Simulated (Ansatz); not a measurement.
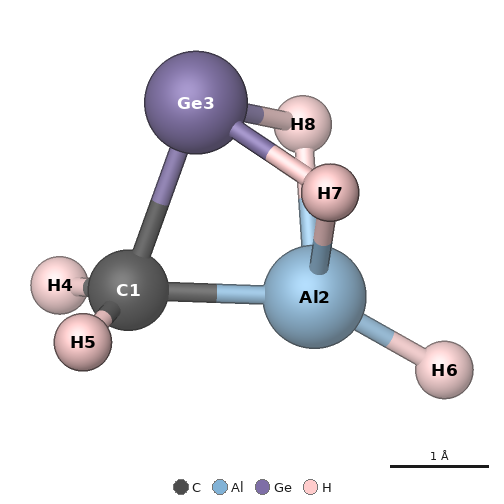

Orthographic view. Distant atoms are faded towards the background colour. Computed geometry: PBE-D4/def2-SVP optimisation. No frequency run is at hand to confirm it as a minimum.

Give the geometry as a Z-matrix, atoms in numerical order, with these reference atoms: 2 to 1; 3 to 1, 2; 4 to 1, 2, 3; 5 to 1, 4, 2; 6 to 2, 1, 4; 7 to 3, 1, 4; 8 to 3, 7, 2.

```
C  
Al   1   1.927
Ge   1   2.116   2    75.4
H    1   1.106   2   121.0   3   107.0
H    1   1.106   4   110.3   2  -149.4
H    2   1.588   1   152.3   4   -73.1
H    3   1.777   1    83.1   4  -156.0
H    3   1.777   7    75.3   2   -46.2
```
